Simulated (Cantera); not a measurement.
Feed: 1 mol SiCl₄, 11 mol N₂, at 1.00 bar.

Method: chemical equilibrium by Gibbs-energy minimisation in Cantera with the NASA 1993 tables (ideal gas, pure condensed phases). Candidate condensed phases: Si, Si₃N₄; 13 gas species. The tables' values for SiCl₃ are old estimates; treat these amounts as uncertain. Equilibrium is a limit: real reactors are often held back by kinetics, nucleation or transport.

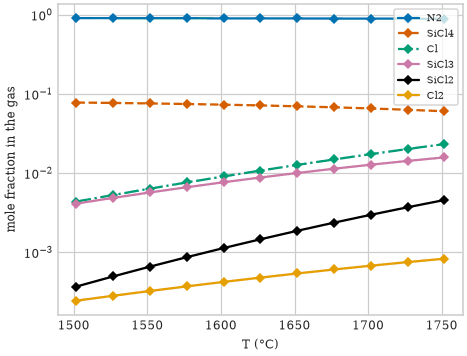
*Equilibrium gas composition (values under 1e-9 drawn at 1e-9)*

Q: Read off the mole fractions at 1727 °C.

A: N₂ about 0.90, SiCl₄ about 0.064, Cl about 0.020, SiCl₃ about 0.014, SiCl₂ about 0.0037, Cl₂ about 0.00076.
